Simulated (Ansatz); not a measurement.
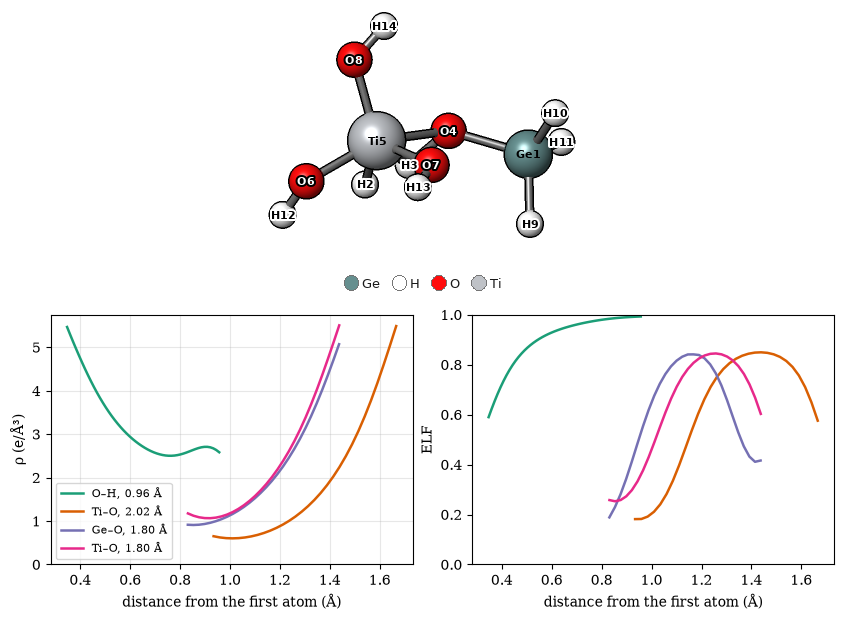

GeH$_{8}$O$_{4}$Ti. Electron density and ELF along straight lines between neighbouring atoms. The curves leave out the atomic cores. The structure is drawn too.

A transition-state structure; geometry: PBE0-D4/def2-TZVP.

Method: RKS PBE0-D4/def2-TZVPP (Ansatz 0.2.0).

```yaml
atoms:
  - { symbol: Ge, position_ang: [-1.8038, -0.4293, 1.3948] }
  - { symbol: H, position_ang: [1.1739, -1.5716, -0.2853] }
  - { symbol: H, position_ang: [0.5433, -1.2963, 0.4772] }
  - { symbol: O, position_ang: [-0.0369, -0.4221, 1.0725] }
  - { symbol: Ti, position_ang: [0.8971, 0.2891, -0.5702] }
  - { symbol: O, position_ang: [1.7550, -0.0507, -2.1130] }
  - { symbol: O, position_ang: [-0.6789, 0.9973, -1.1397] }
  - { symbol: O, position_ang: [1.9784, 1.4583, 0.2619] }
  - { symbol: H, position_ang: [-2.5187, -1.1454, 0.2406] }
  - { symbol: H, position_ang: [-2.2550, 1.0270, 1.5418] }
  - { symbol: H, position_ang: [-1.9717, -1.2059, 2.7112] }
  - { symbol: H, position_ang: [2.0161, -0.8441, -2.5791] }
  - { symbol: H, position_ang: [-0.8154, 1.2439, -2.0573] }
  - { symbol: H, position_ang: [1.7167, 1.9494, 1.0447] }
```

Compare the contacts.

Answer. O–H (0.96 Å): the density is about 3.8 e/Å³ at the midpoint; the ELF climbs to about 1 towards the hydrogen, as it does in any bond to H: an ordinary covalent bond to hydrogen.
Ti–O (2.02 Å): ρ at the midpoint is about 0.6 e/Å³; the ELF peaks at about 0.85 in the valence shell of O, 0.6 Å from its nucleus, and is about 0.20 at the midpoint.
Ge–O (1.80 Å): the density is about 0.93 e/Å³ at the midpoint; the ELF peaks at about 0.85 in the valence shell of O, 0.6 Å from its nucleus, and is about 0.35 at the midpoint.
Ti–O (1.80 Å): ρ at the midpoint is about 1.1 e/Å³; the ELF peaks at about 0.85 in the valence shell of O, 0.5 Å from its nucleus, and is about 0.25 at the midpoint.
